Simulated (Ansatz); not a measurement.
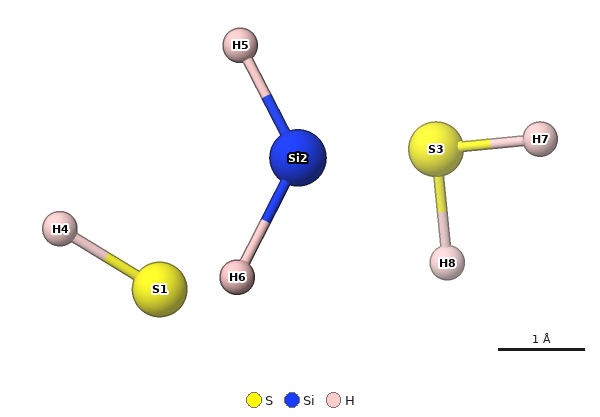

**Figure 1.** The input geometry (ball-and-stick view, seen at a tilt; atoms are numbered from 1 in the order of the input). Bond lengths as drawn: H–S 1.38 Å and H–Si 1.51 to 1.63 Å.

Run report: SiH5S2 (charge +1), molecular dynamics (part 1 of 3)

System: SiH5S2, charge +1.
Method: RKS B3LYP/6-31G (Ansatz 0.2.0).

It belongs to a series of runs on one base structure; here: dynamics from the highest image of the converged band. Figures and captions count atoms from 1; the log counts them from 0 in places.

## What the program printed
```
Engine: ansatz 0.2.0, aarch64-unknown-linux-gnu
Functional definition: B3LYP
  parameter a0 = 0.2
  parameter ax = 0.72
  parameter ac = 0.81
  exchange = (1 - a0 - ax)*slater_x + ax*b88_x + a0*exact_x
  correlation = (1 - ac)*vwn_rpa_c + ac*lyp_c
624 factors; integrals over basis functions are off by at most 1.8e-4 eV
mean field evaluation 1: about -29614.3622 eV, gradient 3.0e1 eV
mean field evaluation 2: about -29597.9984 eV, gradient 6.7e1 eV
mean field evaluation 4: about -29617.7793 eV, gradient 4.8e0 eV
mean field evaluation 8: about -29617.8649 eV, gradient 1.1e-1 eV
mean field -29617.86497170 eV, -1088.4364619999 hartree, gradient 1.7e-5 eV, S^2 0.000000; 0 other end points of the search recorded, 0 dependent functions left out
the calculation of the forces begins
reference -29617.86522890 eV, -1088.4364714521 hartree; 25, 25 occupied and 24, 24 virtual orbitals, 624 factors
md step     0: t =     0.00 fs  T =   100.0 K  F+E_penalty+E_count = -29617.86497170 eV  E_kin = 0.077556 eV  conserved = -29617.78741570 eV  (24 SCF iters)
these checks for a lower state are left out or cut short: starts, cluster_reference, orbital_swaps, neighbouring_geometries, increment
624 factors; integrals over basis functions are off by at most 1.8e-4 eV
mean field evaluation 16: about -29617.8693 eV, gradient 3.1e-1 eV
mean field -29617.86390023 eV, -1088.4364226242 hartree, gradient 1.2e-5 eV, S^2 0.000000; 0 other end points of the search recorded, 0 dependent functions left out
the calculation of the forces begins
reference -29617.86415754 eV, -1088.4364320801 hartree; 25, 25 occupied and 24, 24 virtual orbitals, 624 factors
md step     1: t =     0.50 fs  T =    98.6 K  F+E_penalty+E_count = -29617.86390023 eV  E_kin = 0.076496 eV  conserved = -29617.78740405 eV  (22 SCF iters)
[... from here on the SCF iterations and repeated set-up lines of each step are left out, up to the last step ...]
md step     2: t =     1.00 fs  T =    94.9 K  F+E_penalty+E_count = -29617.86100373 eV  E_kin = 0.073627 eV  conserved = -29617.78737703 eV  (22 SCF iters)
md step     3: t =     1.50 fs  T =    89.4 K  F+E_penalty+E_count = -29617.85670281 eV  E_kin = 0.069363 eV  conserved = -29617.78734012 eV  (22 SCF iters)
md step     4: t =     2.00 fs  T =    82.9 K  F+E_penalty+E_count = -29617.85157809 eV  E_kin = 0.064278 eV  conserved = -29617.78729970 eV  (22 SCF iters)
md step     5: t =     2.50 fs  T =    76.1 K  F+E_penalty+E_count = -29617.84626941 eV  E_kin = 0.059008 eV  conserved = -29617.78726188 eV  (22 SCF iters)
md step     6: t =     3.00 fs  T =    69.8 K  F+E_penalty+E_count = -29617.84137690 eV  E_kin = 0.054145 eV  conserved = -29617.78723188 eV  (22 SCF iters)
md step     7: t =     3.50 fs  T =    64.7 K  F+E_penalty+E_count = -29617.83737676 eV  E_kin = 0.050163 eV  conserved = -29617.78721394 eV  (22 SCF iters)
md step     8: t =     4.00 fs  T =    61.1 K  F+E_penalty+E_count = -29617.83455820 eV  E_kin = 0.047349 eV  conserved = -29617.78720948 eV  (22 SCF iters)
md step     9: t =     4.50 fs  T =    59.0 K  F+E_penalty+E_count = -29617.83299285 eV  E_kin = 0.045774 eV  conserved = -29617.78721875 eV  (22 SCF iters)
md step    10: t =     5.00 fs  T =    58.4 K  F+E_penalty+E_count = -29617.83253418 eV  E_kin = 0.045294 eV  conserved = -29617.78723985 eV  (22 SCF iters)
md step    11: t =     5.50 fs  T =    58.8 K  F+E_penalty+E_count = -29617.83285128 eV  E_kin = 0.045583 eV  conserved = -29617.78726853 eV  (22 SCF iters)
md step    12: t =     6.00 fs  T =    59.6 K  F+E_penalty+E_count = -29617.83349518 eV  E_kin = 0.046196 eV  conserved = -29617.78729923 eV  (22 SCF iters)
md step    13: t =     6.50 fs  T =    60.2 K  F+E_penalty+E_count = -29617.83398870 eV  E_kin = 0.046663 eV  conserved = -29617.78732556 eV  (22 SCF iters)
md step    14: t =     7.00 fs  T =    60.1 K  F+E_penalty+E_count = -29617.83392719 eV  E_kin = 0.046586 eV  conserved = -29617.78734121 eV  (22 SCF iters)
md step    15: t =     7.50 fs  T =    59.0 K  F+E_penalty+E_count = -29617.83307233 eV  E_kin = 0.045730 eV  conserved = -29617.78734268 eV  (22 SCF iters)
md step    16: t =     8.00 fs  T =    56.8 K  F+E_penalty+E_count = -29617.83141160 eV  E_kin = 0.044082 eV  conserved = -29617.78732923 eV  (22 SCF iters)
md step    17: t =     8.50 fs  T =    54.0 K  F+E_penalty+E_count = -29617.82916645 eV  E_kin = 0.041862 eV  conserved = -29617.78730395 eV  (22 SCF iters)
md step    18: t =     9.00 fs  T =    50.9 K  F+E_penalty+E_count = -29617.82673748 eV  E_kin = 0.039463 eV  conserved = -29617.78727404 eV  (22 SCF iters)
md step    19: t =     9.50 fs  T =    48.2 K  F+E_penalty+E_count = -29617.82459292 eV  E_kin = 0.037344 eV  conserved = -29617.78724871 eV  (22 SCF iters)
md step    20: t =    10.00 fs  T =    46.3 K  F+E_penalty+E_count = -29617.82312919 eV  E_kin = 0.035894 eV  conserved = -29617.78723540 eV  (22 SCF iters)
md step    21: t =    10.50 fs  T =    45.5 K  F+E_penalty+E_count = -29617.82255005 eV  E_kin = 0.035311 eV  conserved = -29617.78723859 eV  (25 SCF iters)
md step    22: t =    11.00 fs  T =    45.8 K  F+E_penalty+E_count = -29617.82280042 eV  E_kin = 0.035543 eV  conserved = -29617.78725696 eV  (22 SCF iters)
md step    23: t =    11.50 fs  T =    46.8 K  F+E_penalty+E_count = -29617.82358333 eV  E_kin = 0.036298 eV  conserved = -29617.78728536 eV  (22 SCF iters)
md step    24: t =    12.00 fs  T =    47.9 K  F+E_penalty+E_count = -29617.82444730 eV  E_kin = 0.037132 eV  conserved = -29617.78731499 eV  (22 SCF iters)
md step    25: t =    12.50 fs  T =    48.5 K  F+E_penalty+E_count = -29617.82491905 eV  E_kin = 0.037581 eV  conserved = -29617.78733757 eV  (22 SCF iters)
md step    26: t =    13.00 fs  T =    48.1 K  F+E_penalty+E_count = -29617.82463282 eV  E_kin = 0.037286 eV  conserved = -29617.78734702 eV  (22 SCF iters)
md step    27: t =    13.50 fs  T =    46.5 K  F+E_penalty+E_count = -29617.82342356 eV  E_kin = 0.036082 eV  conserved = -29617.78734178 eV  (22 SCF iters)
md step    28: t =    14.00 fs  T =    43.9 K  F+E_penalty+E_count = -29617.82136010 eV  E_kin = 0.034037 eV  conserved = -29617.78732319 eV  (22 SCF iters)
md step    29: t =    14.50 fs  T =    40.5 K  F+E_penalty+E_count = -29617.81872414 eV  E_kin = 0.031429 eV  conserved = -29617.78729545 eV  (21 SCF iters)
md step    30: t =    15.00 fs  T =    37.0 K  F+E_penalty+E_count = -29617.81594552 eV  E_kin = 0.028681 eV  conserved = -29617.78726405 eV  (21 SCF iters)
md step    31: t =    15.50 fs  T =    33.9 K  F+E_penalty+E_count = -29617.81351545 eV  E_kin = 0.026281 eV  conserved = -29617.78723472 eV  (22 SCF iters)
md step    32: t =    16.00 fs  T =    31.8 K  F+E_penalty+E_count = -29617.81189628 eV  E_kin = 0.024684 eV  conserved = -29617.78721229 eV  (21 SCF iters)
md step    33: t =    16.50 fs  T =    31.3 K  F+E_penalty+E_count = -29617.81144287 eV  E_kin = 0.024243 eV  conserved = -29617.78720029 eV  (22 SCF iters)
md step    34: t =    17.00 fs  T =    32.4 K  F+E_penalty+E_count = -29617.81234478 eV  E_kin = 0.025144 eV  conserved = -29617.78720076 eV  (22 SCF iters)
md step    35: t =    17.50 fs  T =    35.3 K  F+E_penalty+E_count = -29617.81459415 eV  E_kin = 0.027380 eV  conserved = -29617.78721387 eV  (22 SCF iters)
md step    36: t =    18.00 fs  T =    39.6 K  F+E_penalty+E_count = -29617.81798222 eV  E_kin = 0.030744 eV  conserved = -29617.78723809 eV  (22 SCF iters)
md step    37: t =    18.50 fs  T =    44.9 K  F+E_penalty+E_count = -29617.82212438 eV  E_kin = 0.034854 eV  conserved = -29617.78727021 eV  (22 SCF iters)
md step    38: t =    19.00 fs  T =    50.6 K  F+E_penalty+E_count = -29617.82651255 eV  E_kin = 0.039207 eV  conserved = -29617.78730555 eV  (22 SCF iters)
md step    39: t =    19.50 fs  T =    55.8 K  F+E_penalty+E_count = -29617.83059090 eV  E_kin = 0.043253 eV  conserved = -29617.78733839 eV  (22 SCF iters)
md step    40: t =    20.00 fs  T =    59.9 K  F+E_penalty+E_count = -29617.83384718 eV  E_kin = 0.046484 eV  conserved = -29617.78736280 eV  (22 SCF iters)
md step    41: t =    20.50 fs  T =    62.6 K  F+E_penalty+E_count = -29617.83590646 eV  E_kin = 0.048533 eV  conserved = -29617.78737361 eV  (22 SCF iters)
md step    42: t =    21.00 fs  T =    63.5 K  F+E_penalty+E_count = -29617.83660985 eV  E_kin = 0.049242 eV  conserved = -29617.78736822 eV  (22 SCF iters)
md step    43: t =    21.50 fs  T =    62.8 K  F+E_penalty+E_count = -29617.83605622 eV  E_kin = 0.048709 eV  conserved = -29617.78734720 eV  (22 SCF iters)
md step    44: t =    22.00 fs  T =    61.0 K  F+E_penalty+E_count = -29617.83459090 eV  E_kin = 0.047276 eV  conserved = -29617.78731484 eV  (24 SCF iters)
md step    45: t =    22.50 fs  T =    58.6 K  F+E_penalty+E_count = -29617.83273485 eV  E_kin = 0.045456 eV  conserved = -29617.78727864 eV  (22 SCF iters)
md step    46: t =    23.00 fs  T =    56.5 K  F+E_penalty+E_count = -29617.83106630 eV  E_kin = 0.043819 eV  conserved = -29617.78724773 eV  (22 SCF iters)
md step    47: t =    23.50 fs  T =    55.3 K  F+E_penalty+E_count = -29617.83008338 eV  E_kin = 0.042855 eV  conserved = -29617.78722867 eV  (22 SCF iters)
md step    48: t =    24.00 fs  T =    55.3 K  F+E_penalty+E_count = -29617.83009488 eV  E_kin = 0.042870 eV  conserved = -29617.78722500 eV  (22 SCF iters)
md step    49: t =    24.50 fs  T =    56.6 K  F+E_penalty+E_count = -29617.83116899 eV  E_kin = 0.043934 eV  conserved = -29617.78723491 eV  (22 SCF iters)
md step    50: t =    25.00 fs  T =    59.2 K  F+E_penalty+E_count = -29617.83316051 eV  E_kin = 0.045908 eV  conserved = -29617.78725268 eV  (22 SCF iters)
md step    51: t =    25.50 fs  T =    62.6 K  F+E_penalty+E_count = -29617.83580102 eV  E_kin = 0.048531 eV  conserved = -29617.78727018 eV  (22 SCF iters)
md step    52: t =    26.00 fs  T =    66.5 K  F+E_penalty+E_count = -29617.83882074 eV  E_kin = 0.051540 eV  conserved = -29617.78728032 eV  (22 SCF iters)
md step    53: t =    26.50 fs  T =    70.6 K  F+E_penalty+E_count = -29617.84205856 eV  E_kin = 0.054780 eV  conserved = -29617.78727893 eV  (28 SCF iters)
md step    54: t =    27.00 fs  T =    75.1 K  F+E_penalty+E_count = -29617.84553046 eV  E_kin = 0.058265 eV  conserved = -29617.78726543 eV  (28 SCF iters)
md step    55: t =    27.50 fs  T =    80.2 K  F+E_penalty+E_count = -29617.84944402 eV  E_kin = 0.062202 eV  conserved = -29617.78724220 eV  (28 SCF iters)
md step    56: t =    28.00 fs  T =    86.3 K  F+E_penalty+E_count = -29617.85416522 eV  E_kin = 0.066952 eV  conserved = -29617.78721292 eV  (28 SCF iters)
md step    57: t =    28.50 fs  T =    94.1 K  F+E_penalty+E_count = -29617.86015713 eV  E_kin = 0.072975 eV  conserved = -29617.78718242 eV  (27 SCF iters)
md step    58: t =    29.00 fs  T =   104.1 K  F+E_penalty+E_count = -29617.86790739 eV  E_kin = 0.080753 eV  conserved = -29617.78715476 eV  (27 SCF iters)
md step    59: t =    29.50 fs  T =   117.0 K  F+E_penalty+E_count = -29617.87786471 eV  E_kin = 0.090732 eV  conserved = -29617.78713268 eV  (27 SCF iters)
md step    60: t =    30.00 fs  T =   133.2 K  F+E_penalty+E_count = -29617.89039448 eV  E_kin = 0.103277 eV  conserved = -29617.78711757 eV  (27 SCF iters)
md step    61: t =    30.50 fs  T =   153.0 K  F+E_penalty+E_count = -29617.90575738 eV  E_kin = 0.118648 eV  conserved = -29617.78710893 eV  (27 SCF iters)
md step    62: t =    31.00 fs  T =   176.7 K  F+E_penalty+E_count = -29617.92411371 eV  E_kin = 0.137008 eV  conserved = -29617.78710592 eV  (27 SCF iters)
md step    63: t =    31.50 fs  T =   204.3 K  F+E_penalty+E_count = -29617.94554615 eV  E_kin = 0.158440 eV  conserved = -29617.78710566 eV  (27 SCF iters)
md step    64: t =    32.00 fs  T =   236.0 K  F+E_penalty+E_count = -29617.97010381 eV  E_kin = 0.182999 eV  conserved = -29617.78710488 eV  (24 SCF iters)
md step    65: t =    32.50 fs  T =   271.8 K  F+E_penalty+E_count = -29617.99785815 eV  E_kin = 0.210758 eV  conserved = -29617.78709969 eV  (27 SCF iters)
md step    66: t =    33.00 fs  T =   311.9 K  F+E_penalty+E_count = -29618.02896775 eV  E_kin = 0.241882 eV  conserved = -29617.78708622 eV  (27 SCF iters)
md step    67: t =    33.50 fs  T =   356.7 K  F+E_penalty+E_count = -29618.06374225 eV  E_kin = 0.276681 eV  conserved = -29617.78706128 eV  (27 SCF iters)
md step    68: t =    34.00 fs  T =   407.0 K  F+E_penalty+E_count = -29618.10269353 eV  E_kin = 0.315670 eV  conserved = -29617.78702353 eV  (27 SCF iters)
md step    69: t =    34.50 fs  T =   463.6 K  F+E_penalty+E_count = -29618.14655632 eV  E_kin = 0.359581 eV  conserved = -29617.78697493 eV  (27 SCF iters)
md step    70: t =    35.00 fs  T =   527.8 K  F+E_penalty+E_count = -29618.19625909 eV  E_kin = 0.409338 eV  conserved = -29617.78692119 eV  (26 SCF iters)
md step    71: t =    35.50 fs  T =   600.8 K  F+E_penalty+E_count = -29618.25283332 eV  E_kin = 0.465962 eV  conserved = -29617.78687160 eV  (26 SCF iters)
md step    72: t =    36.00 fs  T =   683.9 K  F+E_penalty+E_count = -29618.31726447 eV  E_kin = 0.530426 eV  conserved = -29617.78683870 eV  (26 SCF iters)
md step    73: t =    36.50 fs  T =   778.1 K  F+E_penalty+E_count = -29618.39030260 eV  E_kin = 0.603468 eV  conserved = -29617.78683437 eV  (26 SCF iters)
md step    74: t =    37.00 fs  T =   883.8 K  F+E_penalty+E_count = -29618.47227627 eV  E_kin = 0.685409 eV  conserved = -29617.78686756 eV  (26 SCF iters)
md step    75: t =    37.50 fs  T =  1000.6 K  F+E_penalty+E_count = -29618.56295239 eV  E_kin = 0.776010 eV  conserved = -29617.78694282 eV  (26 SCF iters)
md step    76: t =    38.00 fs  T =  1127.5 K  F+E_penalty+E_count = -29618.66147468 eV  E_kin = 0.874417 eV  conserved = -29617.78705781 eV  (26 SCF iters)
md step    77: t =    38.50 fs  T =  1262.6 K  F+E_penalty+E_count = -29618.76639817 eV  E_kin = 0.979191 eV  conserved = -29617.78720714 eV  (26 SCF iters)
md step    78: t =    39.00 fs  T =  1403.4 K  F+E_penalty+E_count = -29618.87578942 eV  E_kin = 1.088407 eV  conserved = -29617.78738252 eV  (26 SCF iters)
md step    79: t =    39.50 fs  T =  1547.0 K  F+E_penalty+E_count = -29618.98736093 eV  E_kin = 1.199785 eV  conserved = -29617.78757592 eV  (26 SCF iters)
md step    80: t =    40.00 fs  T =  1690.2 K  F+E_penalty+E_count = -29619.09860451 eV  E_kin = 1.310824 eV  conserved = -29617.78778032 eV  (26 SCF iters)
md step    81: t =    40.50 fs  T =  1829.5 K  F+E_penalty+E_count = -29619.20690663 eV  E_kin = 1.418916 eV  conserved = -29617.78799058 eV  (26 SCF iters)
md step    82: t =    41.00 fs  T =  1961.7 K  F+E_penalty+E_count = -29619.30963674 eV  E_kin = 1.521436 eV  conserved = -29617.78820085 eV  (26 SCF iters)
md step    83: t =    41.50 fs  T =  2083.4 K  F+E_penalty+E_count = -29619.40423555 eV  E_kin = 1.615833 eV  conserved = -29617.78840282 eV  (25 SCF iters)
md step    84: t =    42.00 fs  T =  2191.6 K  F+E_penalty+E_count = -29619.48832544 eV  E_kin = 1.699739 eV  conserved = -29617.78858642 eV  (27 SCF iters)
md step    85: t =    42.50 fs  T =  2283.6 K  F+E_penalty+E_count = -29619.55983571 eV  E_kin = 1.771094 eV  conserved = -29617.78874202 eV  (27 SCF iters)
md step    86: t =    43.00 fs  T =  2357.3 K  F+E_penalty+E_count = -29619.61712101 eV  E_kin = 1.828259 eV  conserved = -29617.78886203 eV  (27 SCF iters)
md step    87: t =    43.50 fs  T =  2411.3 K  F+E_penalty+E_count = -29619.65905104 eV  E_kin = 1.870111 eV  conserved = -29617.78894029 eV  (27 SCF iters)
md step    88: t =    44.00 fs  T =  2444.8 K  F+E_penalty+E_count = -29619.68506292 eV  E_kin = 1.896085 eV  conserved = -29617.78897777 eV  (27 SCF iters)
md step    89: t =    44.50 fs  T =  2457.8 K  F+E_penalty+E_count = -29619.69514897 eV  E_kin = 1.906173 eV  conserved = -29617.78897621 eV  (27 SCF iters)
md step    90: t =    45.00 fs  T =  2451.0 K  F+E_penalty+E_count = -29619.68980988 eV  E_kin = 1.900869 eV  conserved = -29617.78894101 eV  (27 SCF iters)
md step    91: t =    45.50 fs  T =  2425.5 K  F+E_penalty+E_count = -29619.66997146 eV  E_kin = 1.881093 eV  conserved = -29617.78887820 eV  (27 SCF iters)
md step    92: t =    46.00 fs  T =  2382.9 K  F+E_penalty+E_count = -29619.63689636 eV  E_kin = 1.848103 eV  conserved = -29617.78879290 eV  (27 SCF iters)
md step    93: t =    46.50 fs  T =  2325.3 K  F+E_penalty+E_count = -29619.59211141 eV  E_kin = 1.803421 eV  conserved = -29617.78868996 eV  (27 SCF iters)
md step    94: t =    47.00 fs  T =  2254.9 K  F+E_penalty+E_count = -29619.53734768 eV  E_kin = 1.748775 eV  conserved = -29617.78857269 eV  (27 SCF iters)
md step    95: t =    47.50 fs  T =  2174.0 K  F+E_penalty+E_count = -29619.47450144 eV  E_kin = 1.686057 eV  conserved = -29617.78844403 eV  (27 SCF iters)
```
